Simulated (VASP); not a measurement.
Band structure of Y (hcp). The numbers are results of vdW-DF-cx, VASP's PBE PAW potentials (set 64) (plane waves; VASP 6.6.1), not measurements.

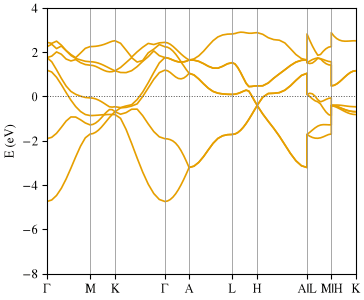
Fig. 1. Bands along high-symmetry lines, zero at the valence-band maximum or, without a gap, the Fermi level

**Question.** Read the plot: is there a gap, and where are the band edges?

**Answer.** It has no gap at this level: it comes out as a metal or semimetal. (Edges off the drawn lines would not show.)

The compound is Y in the hcp structure. It was relaxed first, which changed the volume by -5 %.
